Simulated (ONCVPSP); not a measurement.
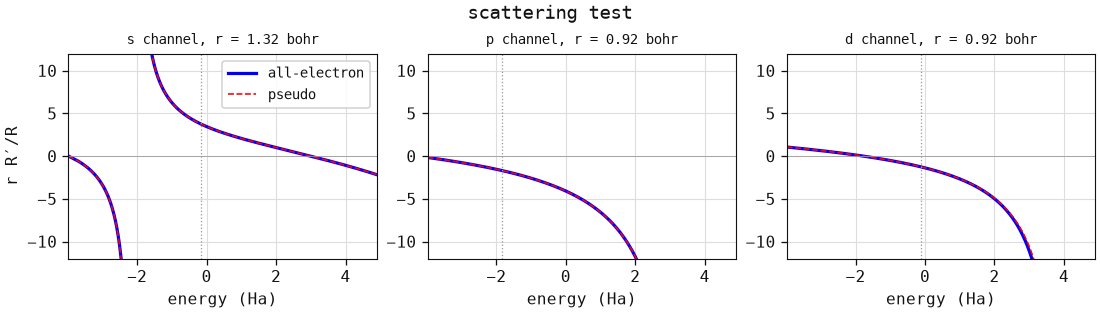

Logarithmic derivatives r R′/R at the test radius against energy, all-electron atom (solid) and pseudo-atom (dashed). Here R(r) is the radial function. The dotted line marks the reference energy of the channel.

```yaml
element: Mn (Z = 25)
generator: ONCVPSP 4.0.1
type: optimised norm-conserving Vanderbilt (ONCV)
functional: Wu-Cohen
relativity: scalar-relativistic
frozen_core: [Ne]
valence_charge: 15
reference_configuration: 3s2 3p6 3d6 4s1
partial_waves: 3s+4s: rc 1.30 bohr, ncon 4, nbas 7, qcut 11.2 1/bohr, 3 projectors, debl 3.1 Ha; 3p: rc 0.90 bohr, ncon 4, nbas 7, qcut 8 1/bohr, 2 projectors, debl 0.8 Ha; 3d: rc 0.90 bohr, ncon 4, nbas 9, qcut 20.7 1/bohr, local
local_potential: the d channel
core_correction: none
```

In the p channel the program set the typed energies aside and used -1.852, 0.250 Ha.

Question: What does the plot say about ghosts?

Answer: The plot shows none: pseudo and all-electron curves have the same branches in all channels drawn. The separate test gives: no bound ghost flagged; no localised positive-energy state flagged (flags above 300 eV left out).

Question: Where do the curves cross zero?

Answer: s: all-electron -4.0 and 3.0 Ha, pseudo -4.0 and 3.0 Ha; p: all-electron nowhere, pseudo nowhere; d: all-electron -1.8 Ha, pseudo -1.8 Ha.
